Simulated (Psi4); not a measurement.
# HF/STO-3G run of Si2NH6Cl (SMILES N[SiH]([SiH3])Cl)

What is the vertical singlet–triplet gap of Si2NH6Cl at HF/STO-3G? 

The results are computed with Psi4 1.11.

3 further runs of the same task are left out: 1 that didn't finish, 2 set aside as unsound or not needed.

### Step 1. The system as given

The species is Si2NH6Cl (10 atoms), meant as a singlet with charge 0. SMILES: `N[SiH]([SiH3])Cl`. Geometry: relaxed at PBE0-D4/def2-TZVP. This is one conformer, not always the lowest.

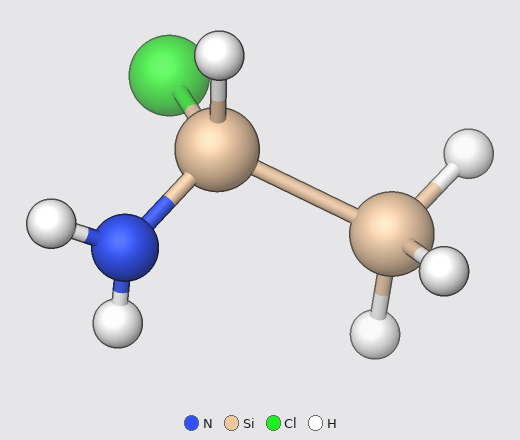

Viewed from a chosen angle; nitrogen blue, silicon light orange, chlorine green, hydrogen white.

### Step 2. Energy and gradient at HF/STO-3G

calc.inp

```
memory 1600 MB

molecule {
  N
  Si 1 r2
  Si 2 r3 1 a3
  Cl 2 r4 1 a4 3 d4
  H 1 r5 2 a5 4 d5
  H 1 r6 5 a6 2 d6
  H 2 r7 1 a7 5 d7
  H 3 r8 2 a8 7 d8
  H 3 r9 8 a9 2 d9
  H 3 r10 8 a10 9 d10

  r2 = 1.705634
  r3 = 2.336297
  a3 = 109.44772
  r4 = 2.083387
  a4 = 114.54272
  d4 = 119.01357
  r5 = 1.007509
  a5 = 120.48504
  d5 = 71.57863
  r6 = 1.008073
  a6 = 111.11423
  d6 = 148.78875
  r7 = 1.48231
  a7 = 107.10852
  d7 = -172.32826
  r8 = 1.485661
  a8 = 110.2115
  d8 = -67.03576
  r9 = 1.489056
  a9 = 109.02836
  d9 = 119.35608
  r10 = 1.487594
  a10 = 109.32074
  d10 = 118.73318
  units angstrom
  symmetry c1
  no_reorient
  no_com
}

set globals {
  basis STO-3G
  reference rhf
  puream true
  e_convergence 1e-09
  d_convergence 1e-08
  scf_type pk
}

e_tot, wfn = gradient('hf', return_wfn=True)
oeprop(wfn, 'LOWDIN_CHARGES', 'QUADRUPOLE', 'DIPOLE', title='HF')
```

Command:

```bash
$ psi4 -i calc.inp -o calc.out -n 1
```

calc.out:

```text
[...]
  Running in c1 symmetry.
[...]
  Nuclear repulsion =  274.285807318419756
[...]
  Multiplicity = 1
[...]
  Nalpha       = 29
  Nbeta        = 29
[...]
    Number of basis functions: 38
[...]
   @RHF iter   1: -1083.05533318022958   -3.00313e+00   6.05525e-03 ADIIS/DIIS
[...]
   @RHF iter   9: -1083.10354342548749   -7.73070e-12   8.64839e-09 DIIS
[...]
    Orbital Energies [Eh]
    ---------------------
    Doubly Occupied:
       1A   -103.599408     2A    -68.051779     3A    -67.975643
       4A    -15.269141     5A    -10.295668     6A     -7.739148
       7A     -7.734235     8A     -7.734185     9A     -6.029067
      10A     -5.962881    11A     -4.054422    12A     -4.053787
      13A     -4.053234    14A     -3.988476    15A     -3.987522
      16A     -3.987444    17A     -1.082468    18A     -0.980063
      19A     -0.716378    20A     -0.641168    21A     -0.602574
      22A     -0.493872    23A     -0.455451    24A     -0.431626
      25A     -0.426183    26A     -0.405406    27A     -0.363422
      28A     -0.337333    29A     -0.314042
[...]
  @RHF Final Energy: -1083.10354342548749
   => Energetics <=
    Nuclear Repulsion Energy =            274.2858073184197565
    One-Electron Energy =               -2051.2466466979808501
    Two-Electron Energy =                 693.8572959540736065
    Total Energy =                      -1083.1035434254874872
[...]
  -Total Gradient:
     Atom            X                  Y                   Z
    ------   -----------------  -----------------  -----------------
       1        0.005106830188     0.000408072825    -0.010082498125
       2        0.037843338093     0.023205324687    -0.016483077824
       3       -0.002204294612     0.007160439129    -0.001172500543
       4       -0.010875755325    -0.008903120056    -0.001711199655
       5       -0.006926990256     0.003154213294     0.005517128092
       6       -0.000971917417    -0.007447971174     0.005511988678
       7       -0.024252794218     0.014877360161     0.008622550044
       8        0.004518055288    -0.000264148016     0.032736706798
       9        0.026128386404    -0.016225143436    -0.014931236670
      10       -0.028364858136    -0.015965027390    -0.008007860791
[...]
 Multipole Moments:
 ------------------------------------------------------------------------------------
     Multipole            Electronic (a.u.)      Nuclear  (a.u.)        Total (a.u.)
 ------------------------------------------------------------------------------------
 L = 1.  Multiply by 2.5417464519 to convert [e a0] to [Debye]
 Dipole X            :          3.9022796           -4.6160973           -0.7138177
 Dipole Y            :          5.3383125           -5.8691864           -0.5308739
 Dipole Z            :          2.4043083           -3.0273021           -0.6229938
 Magnitude           :                                                    1.0860405
 L = 2.  Multiply by 1.3450342976 to convert [e a0^2] to [Debye ang]
 Quadrupole XX       :       -172.3230467          137.4888653          -34.8341814
 Quadrupole XY       :       -127.5881163          125.0708175           -2.5172988
[...]
```

Run time: 2.1 s. Hardware: 1 thread of Intel Xeon Platinum 8375C at 2.90GHz (Ice Lake), shared host; peak memory 0.18 GiB.

### Step 3. The triplet, same level

job.inp

```
memory 1600 MB

molecule m {
  0 3
  N
  Si 1 1.705634
  Si 2 2.336297 1 109.44772
  Cl 2 2.083387 1 114.54272 3 119.01357
  H 1 1.007509 2 120.48504 4 71.57863
  H 1 1.008073 5 111.11423 2 148.78875
  H 2 1.48231 1 107.10852 5 -172.32826
  H 3 1.485661 2 110.2115 7 -67.03576
  H 3 1.489056 8 109.02836 2 119.35608
  H 3 1.487594 8 109.32074 9 118.73318
  symmetry c1
}

set globals {
  basis STO-3G
  reference uhf
  puream true
  e_convergence 1e-09
  d_convergence 1e-06
  scf_type pk
  maxiter 150
  level_shift 0.3
  level_shift_cutoff 1e-09
}

energy_value, wavefunction = gradient("scf", return_wfn=True)
oeprop(wavefunction, "WIBERG_LOWDIN_INDICES", "LOWDIN_CHARGES", "QUADRUPOLE", title="SCF")
```

Command:

```bash
$ psi4 -n 1 job.inp job.out
```

job.out:

```text
[...]
  Running in c1 symmetry.
[...]
  Nuclear repulsion =  274.285807318419700
[...]
  Multiplicity = 3
[...]
  Nalpha       = 30
  Nbeta        = 28
[...]
    Number of basis functions: 38
[...]
   @UHF iter   1: -1082.67606391986737   -2.62386e+00   6.04686e-03 ADIIS/DIIS/SHIFT
[...]
   @UHF iter  26: -1082.77332181473957   -6.84167e-10   1.81472e-07 DIIS/SHIFT
[...]
   @S^2 Observed:                2.003753413E+00
[...]
    Orbital Energies [Eh]
    ---------------------
    Alpha Occupied:
       1A   -103.578970     2A    -68.021463     3A    -67.940938
       4A    -15.276177     5A    -10.277841     6A     -7.724476
       7A     -7.716406     8A     -7.715191     9A     -6.013794
      10A     -5.943816    11A     -4.043418    12A     -4.029819
      13A     -4.028164    14A     -3.981896    15A     -3.961085
      16A     -3.960615    17A     -1.091634    18A     -0.978287
      19A     -0.755879    20A     -0.660168    21A     -0.613866
      22A     -0.507652    23A     -0.471289    24A     -0.436852
      25A     -0.434935    26A     -0.431183    27A     -0.360881
      28A     -0.352860    29A     -0.337950    30A     -0.011469
    Alpha Virtual:
[...]
  @UHF Final Energy: -1082.77332181473957
   => Energetics <=
    Nuclear Repulsion Energy =            274.2858073184196996
    One-Electron Energy =               -2051.7620566509790478
    Two-Electron Energy =                 694.7029275178197167
    Total Energy =                      -1082.7733218147395746
  UHF NO Occupations:
  HONO-2 :   28  A 1.9992822
  HONO-1 :   29  A 1.0000000
[...]
  -Total Gradient:
     Atom            X                  Y                   Z
    ------   -----------------  -----------------  -----------------
       1        0.011247665530     0.003578422069    -0.011947038050
       2        0.025049258269    -0.167009540192     0.058821437692
       3        0.021357312387     0.211755008498    -0.061462102100
       4       -0.046109171387    -0.037277002849    -0.018022677692
       5       -0.009372138867     0.001549099791     0.004927343550
       6        0.006176076315    -0.006856638561     0.009417284864
       7       -0.009875511934     0.012429097338     0.013005815512
       8        0.002809415141    -0.000555219352     0.029494938661
       9        0.022016339728    -0.016196904888    -0.013605460976
      10       -0.023299245179    -0.001416321828    -0.010629541464
[...]
 Multipole Moments:
 ------------------------------------------------------------------------------------
     Multipole            Electronic (a.u.)      Nuclear  (a.u.)        Total (a.u.)
 ------------------------------------------------------------------------------------
 L = 1.  Multiply by 2.5417464519 to convert [e a0] to [Debye]
 Dipole X            :          3.8095898           -4.6160973           -0.8065075
 Dipole Y            :          5.3448749           -5.8691864           -0.5243114
 Dipole Z            :          2.2777609           -3.0273021           -0.7495412
 Magnitude           :                                                    1.2194953
 L = 2.  Multiply by 1.3450342976 to convert [e a0^2] to [Debye ang]
 Quadrupole XX       :       -172.2810862          137.4888653          -34.7922209
 Quadrupole XY       :       -127.8795102          125.0708175           -2.8086927
[...]
```

It took 2.2 s on 1 thread of Intel Xeon Platinum 8375C at 2.90GHz (Ice Lake), shared host; peak memory 0.18 GiB.

### Step 4. What came out

Level: HF/STO-3G.

| quantity | value |
| --- | --- |
| singlet: total energy | -1083.10354 Eh |
| singlet: dipole moment | 2.76 D |
| singlet: HOMO energy | -8.55 eV |
| singlet: LUMO energy | 9.18 eV |
| singlet: HOMO–LUMO gap | 17.73 eV |
| singlet: largest force on an atom | 2.435 eV/Å |
| triplet: total energy | -1082.77332 Eh |
| triplet: dipole moment | 3.10 D |
| triplet: HOMO energy (highest over α and β) | -0.31 eV |
| triplet: ⟨S²⟩ | 2.004 |
| triplet: largest force on an atom | 11.391 eV/Å |
| vertical energy of the triplet above the singlet | 8.986 eV |

**Reading.** At this shape the triplet lies 8.99 eV (867 kJ/mol) above the singlet. The largest force (singlet) is 2.43 eV/Å: the shape isn't a stationary point for this species at this level. In a minimal basis such a difference can be off by several eV, whatever the method.
